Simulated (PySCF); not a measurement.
# C11H16OSi: the cost of one run

The runs use PySCF 2.14.0, with density-fitted response routines of our own; the level of theory stands in each step. All values are computed, except where a source is named. Atoms count from 0, in the outputs and in this text.

## Step 1: The molecule as given

29 atoms, charge 0, multiplicity 1; geometry from: GFN2-xTB.

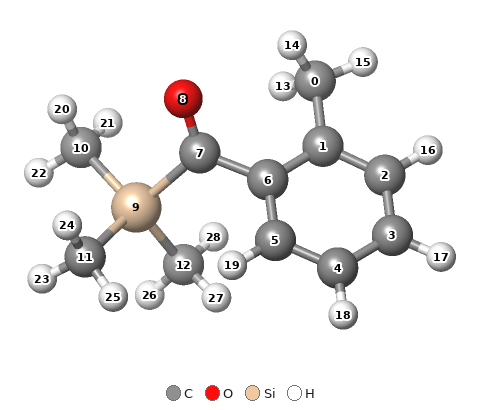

As it starts; carbon grey, oxygen red, silicon light orange, hydrogen white, atoms numbered.

## Step 2: Relaxing the molecule at PBE0-D3(BJ)/def2-SVP

The job: settings as JSON, then the geometry in Å.

```
{"job": {"xc": "PBE0", "basis": "def2-SVP", "d3": "d3bj", "grid": 1, "kind": "geom"}, "charge": 0, "multiplicity": 1}
C      1.977480     2.041870    -0.298100
C      1.979770     0.566970    -0.036650
C      3.114160    -0.197020    -0.272850
C      3.123840    -1.560140    -0.033540
C      1.984140    -2.186330     0.441250
C      0.837160    -1.445730     0.655060
C      0.827480    -0.074110     0.428860
C     -0.436330     0.672410     0.649790
O     -0.521830     1.618280     1.405160
Si    -1.996510     0.099700    -0.362090
C     -2.985120     1.681620    -0.737780
C     -3.037900    -1.087590     0.709970
C     -1.405620    -0.756670    -1.959760
H      1.226360     2.295000    -1.046650
H      1.727490     2.584130     0.611760
H      2.951260     2.373460    -0.650530
H      4.006690     0.286440    -0.644330
H      4.020260    -2.133690    -0.217450
H      1.986610    -3.248410     0.635820
H     -0.057310    -1.922890     1.027940
H     -3.143670     2.255960     0.169900
H     -2.461950     2.323160    -1.441260
H     -3.958460     1.452250    -1.161760
H     -4.019120    -1.238310     0.269110
H     -3.184570    -0.686840     1.708760
H     -2.573470    -2.064360     0.809270
H     -2.248670    -1.067700    -2.569000
H     -0.811020    -1.639790    -1.745430
H     -0.792720    -0.094030    -2.564420
```

**Question.** How long does this first job take on 8 threads of Intel Xeon 6975P-C (Granite Rapids), shared host?

About 5.1 min.
